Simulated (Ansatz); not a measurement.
# Calculations on Hf8O15F and related structures

Part 1: Relaxation

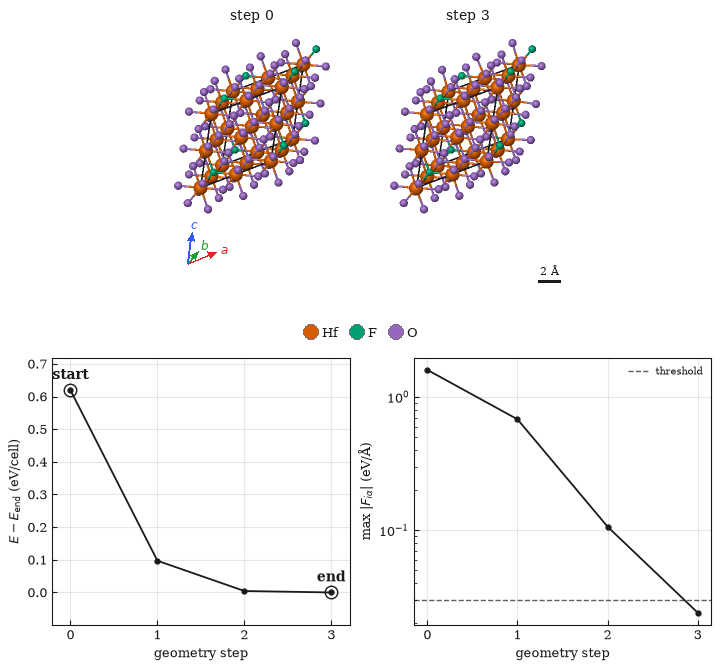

First and last geometry of a relaxation of a defect cell of composition Hf8O15F, with the history of the run. Style: ball-and-stick. Shown: the cell of the calculation, slightly off an axis.

The calculation used Ansatz 0.2.0, DFT, PBE, plane-wave PAW, default files, scalar-relativistic. (plane-wave cutoff 420 eV; k-point mesh 3 × 3 × 3; occupations fermi dirac; smearing width 0.01 eV; collinear spin; atoms relaxed in a fixed cell; force threshold 0.03 eV/Å; at most 40 steps)

**Read the history and describe the run.**

It converged. The largest moves, 0.079 Å, are those of Hf atoms. By element the largest moves are Hf 0.079 Å, O 0.069 Å. F stays in place. The lattice vectors keep their values. Among the contacts that change: Hf–Hf 3.617 → 3.488 Å, Hf–O 2.215 → 2.136 Å, F–Hf 2.215 → 2.294 Å, Hf–O 2.215 → 2.256 Å. Bond angles that change, for instance: Hf–O–Hf 109.5° → 116.3°, Hf–O–Hf 109.5° → 106.0°, Hf–O–Hf 109.5° → 106.7°. After 3 geometry steps the energy has fallen by 0.620 eV per cell of the calculation. The largest force component goes from 1.6 to 0.024 eV/Å. Cost: 2 min on 1 thread of Intel(R) Xeon(R) 6975P-C (Granite Rapids), with other jobs on the host, peak memory 1.2 GiB.

| step | E − E(0), meV/atom | largest force component, eV/Å |
| --- | --- | --- |
| 0 | 0.00 | 1.5970 |
| 1 | -21.77 | 0.6804 |
| 2 | -25.63 | 0.1064 |
| 3 | -25.82 | 0.0241 |

Limits of the set-up: the periodic images lie only 7.2 Å apart, so the values are limited by the cell's size.

Part 2: Relaxation

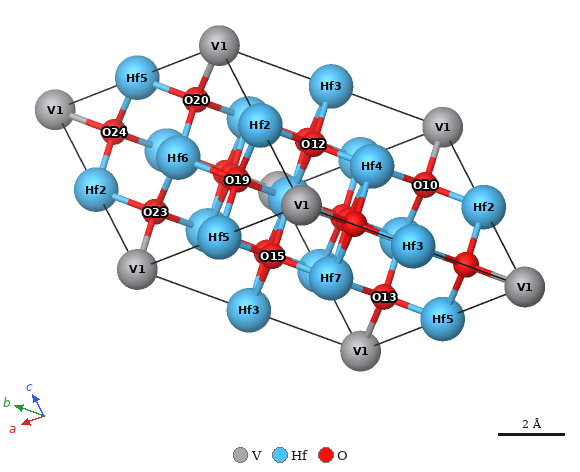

Starting structure of a defect cell of composition Hf$_{7}$VO$_{16}$ (cell charge +1). A ball-and-stick model of the cell of the calculation, seen from a free direction.

All numbers below come from DFT, PBE, plane-wave PAW, default files, scalar-relativistic (Ansatz).

Input
```yaml
crystal:
  lattice:
    - [0.0, 5.115, 5.115]
    - [5.115, 0.0, 5.115]
    - [5.115, 5.115, 0.0]
  atoms:
    - { symbol: V, position: [0.0, 0.0, 0.0] }
    - { symbol: Hf, position: [0.0, 0.0, 0.5] }
    - { symbol: Hf, position: [0.0, 0.5, 0.0] }
    - { symbol: Hf, position: [0.0, 0.5, 0.5] }
    - { symbol: Hf, position: [0.5, 0.0, 0.0] }
    - { symbol: Hf, position: [0.5, 0.0, 0.5] }
    - { symbol: Hf, position: [0.5, 0.5, 0.0] }
    - { symbol: Hf, position: [0.5, 0.5, 0.5] }
    - { symbol: O, position: [0.125, 0.125, 0.125] }
    - { symbol: O, position: [0.125, 0.125, 0.625] }
    - { symbol: O, position: [0.125, 0.625, 0.125] }
    - { symbol: O, position: [0.125, 0.625, 0.625] }
    - { symbol: O, position: [0.625, 0.125, 0.125] }
    - { symbol: O, position: [0.625, 0.125, 0.625] }
    - { symbol: O, position: [0.625, 0.625, 0.125] }
    - { symbol: O, position: [0.625, 0.625, 0.625] }
    - { symbol: O, position: [0.375, 0.375, 0.375] }
    - { symbol: O, position: [0.375, 0.375, 0.875] }
    - { symbol: O, position: [0.375, 0.875, 0.375] }
    - { symbol: O, position: [0.375, 0.875, 0.875] }
    - { symbol: O, position: [0.875, 0.375, 0.375] }
    - { symbol: O, position: [0.875, 0.375, 0.875] }
    - { symbol: O, position: [0.875, 0.875, 0.375] }
    - { symbol: O, position: [0.875, 0.875, 0.875] }
total_charge: 1
kpoints:
  mp_grid: { grid: [3, 3, 3] }
scf:
  occupations: { method: fermi_dirac, width: 0.01 }
hamiltonian:
  xc: pbe
  pseudopotentials: { kind: paw }
output:
  forces: true
  stress: true
  populations: true
  efg:
    quadrupole_moments_barn: { V: -0.052, Hf: 3.365, O: -0.02558 }
    contact_densities: true
relax:
  f_tol: 0.03
  max_steps: 40
```

Command:
```bash
ansatz run input.yaml --threads 1 --pin off --max-ram 3072MiB --backend cpu --events-out ev --progress --plain --runs-dir out
```

### Predict the outcome.

Over 3 geometry steps the energy falls by 0.535 eV per cell of the calculation. The largest force component goes from 0.73 to 0.0013 eV/Å. The largest moves, 0.090 Å, are those of 8 atoms (O9, O10, O11, O13 and others). O24 goes along [1 1 1]. Hf and V stay in place. The cell doesn't change. Some distances before and after: V1–O10 2.215 → 2.124 Å, Hf2–O10 2.215 → 2.247 Å, Hf2–O12 2.215 → 2.204 Å. Bond angles that change, for instance: Hf2–O24–Hf3 109.5° → 107.2°, V1–O24–Hf2 109.5° → 111.6°. The run took 70 s on 1 thread of AMD EPYC 7R43 64-Core Processor (Zen 3), with other jobs on the host, peak memory 0.8 GiB.

After the run, drawn alike:

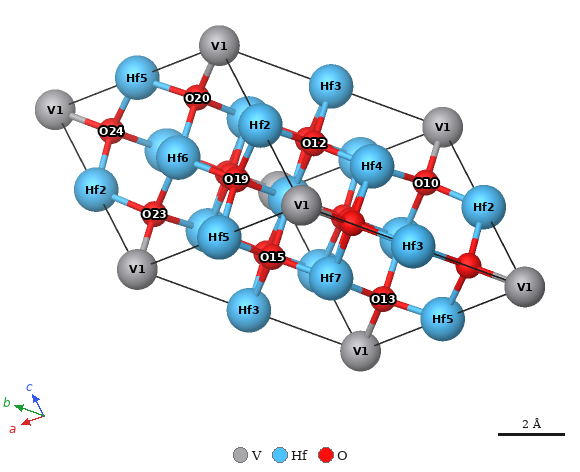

Limits of the set-up: the periodic images lie only 7.2 Å apart, so the values are limited by the cell's size; the cell is charged, on a uniform background, and energies carry no finite-size correction.

Part 3: Defect

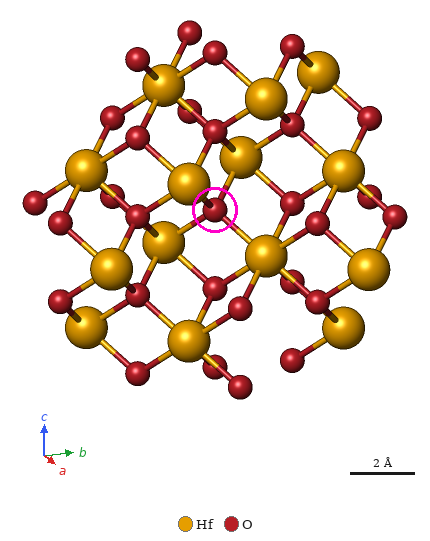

Perfect HfO₂. The picture is a ball-and-stick view of the atoms within 6.0 Å of one point, in a slice 4.2 Å thick across the line of sight, seen slightly off an axis.

Method: DFT, PBE, plane-wave PAW, default files, scalar-relativistic in Ansatz 0.2.0. Settings: plane-wave cutoff 420 eV; k-point mesh 3 × 3 × 3; occupations fermi dirac; smearing width 0.01 eV; collinear spin. The axes drawn are those of the host's conventional cell.

An oxygen atom is replaced by fluorine at the ringed place, in charge state 0. The supercell has 24 sites, and the atoms are relaxed at the host's cell.

### Predict the relaxed surroundings of the defect.

In the host the O atom has 4 Hf at 2.21 Å, 6 O at 2.56 Å; the F atom ends with 4 Hf at 2.29 Å, 6 O at 2.49 Å. Of the host's atoms, a hafnium atom moves furthest from its site, by 0.08 Å. The cell's net moment is 0.63 μB. Relaxing the atoms from the host's sites lowers the energy by 0.62 eV.

The relaxed defect, seen from the same direction:

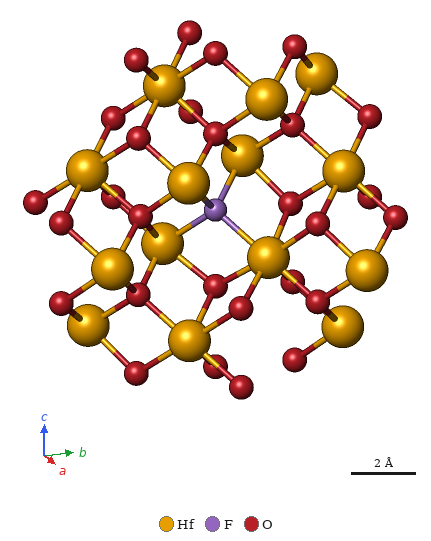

Limits of the set-up: the periodic images lie only 7.2 Å apart, so the values are limited by the cell's size.

Part 4: Defect

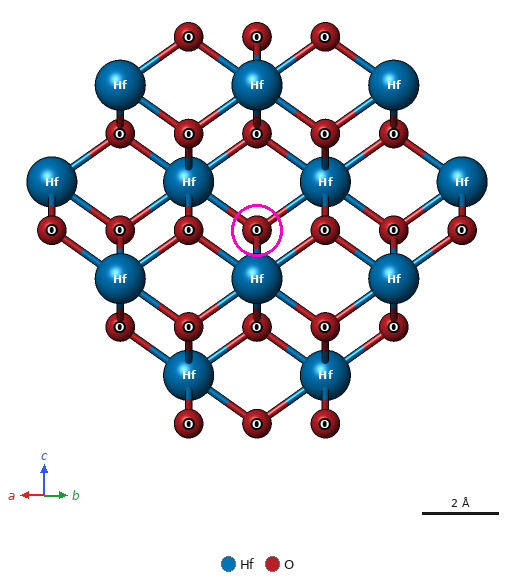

Perfect HfO2. Style: ball-and-stick. Shown: the atoms within 6.0 Å of one point, in a slice 5.0 Å thick across the line of sight, along [110].

Method: DFT, PBE, plane-wave PAW, default files, scalar-relativistic (Ansatz 0.2.0). Settings: plane-wave cutoff 420 eV; k-point mesh 3 × 3 × 3; occupations fermi dirac; smearing width 0.01 eV; collinear spin. The axes drawn are those of the host's conventional cell.

An oxygen atom is replaced by phosphorus at the ringed place, in charge state 0. The supercell has 24 sites, and the atoms are relaxed at the host's cell.

### How do the neighbours respond?

In the host the O atom has 4 Hf at 2.21 Å, 6 O at 2.56 Å; the P atom ends with 4 Hf at 2.36 Å, 6 O at 2.67 Å. Of the host's atoms, a hafnium atom moves furthest from its site, by 0.15 Å. The cell's net moment is 0.08 μB. Relaxing the atoms from the host's sites lowers the energy by 2.00 eV.

The relaxed defect, seen from the same direction:

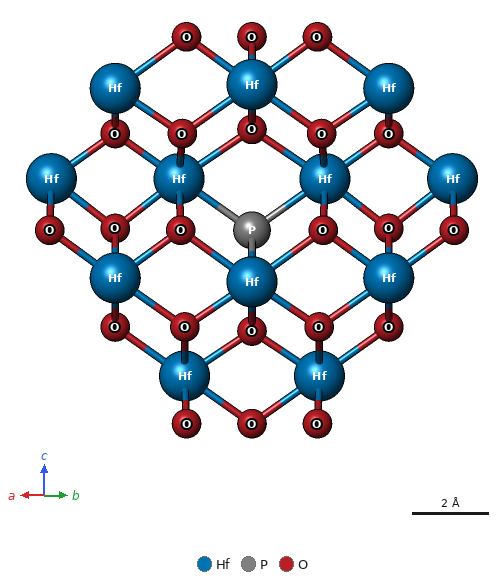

Limits of the set-up: the periodic images lie only 7.2 Å apart, so the values are limited by the cell's size.
